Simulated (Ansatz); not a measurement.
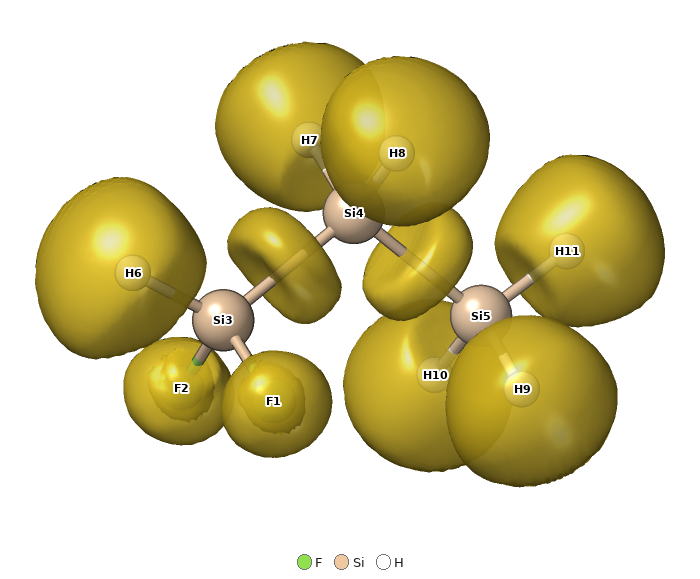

The picture shows: F2H6Si3 (SMILES F[SiH](F)[SiH2][SiH3]). Isosurface of the ELF at 0.8 (yellow), seen at a tilt. Only the valence region is drawn (cores and ρ < 0.01 e/Å³ removed).

Geometry: B3LYP-D3(BJ)/def2-SVP.

All numbers below come from Ansatz, isolated molecule in a Gaussian basis; Kohn-Sham density functional theory, functional PBE0.

Input

```
crystal:
  periodic: [false, false, false]
  atoms:
    - {symbol: F, position_ang: [-1.382343, 1.382842, -2.892812]}
    - {symbol: F, position_ang: [0.433447, -0.419557, -2.400498]}
    - {symbol: Si, position_ang: [-0.150163, 1.012178, -1.900609]}
    - {symbol: Si, position_ang: [-1.019420, 0.722442, 0.251842]}
    - {symbol: Si, position_ang: [-2.644133, -0.976354, 0.169771]}
    - {symbol: H, position_ang: [0.913536, 2.027796, -2.105773]}
    - {symbol: H, position_ang: [0.094579, 0.352544, 1.175443]}
    - {symbol: H, position_ang: [-1.616694, 2.013099, 0.708063]}
    - {symbol: H, position_ang: [-3.718098, -0.577140, -0.784175]}
    - {symbol: H, position_ang: [-2.006247, -2.237968, -0.303666]}
    - {symbol: H, position_ang: [-3.237457, -1.197137, 1.520546]}
basis:
  gaussian:
    orbitals: def2-SVPD
hamiltonian:
  xc: pbe0
output: {forces: true, orbitals: {seedname: orbitals}}
```

Launched as:

```sh
ansatz run input.yaml --threads 2 --pin off --max-ram 4350MiB --events-out events.jsonl --progress --plain --runs-dir runs
```

Question: Describe the localisation domains.

Answer: The ELF exceeds this value in two regions between bonded Si–Si atoms (shared pairs), six regions around hydrogen nuclei and two regions wrapped around F (its lone pairs, merged into a ring or cap). Along the contacts the grid gives the following. Si–F (1.62 Å): the ELF peaks at about 0.85 in the valence shell of F, 0.6 Å from its nucleus, and is about 0.50 at the midpoint. Si–Si (2.34 Å): the ELF peaks at about 1 between the atoms; a covalent bond.
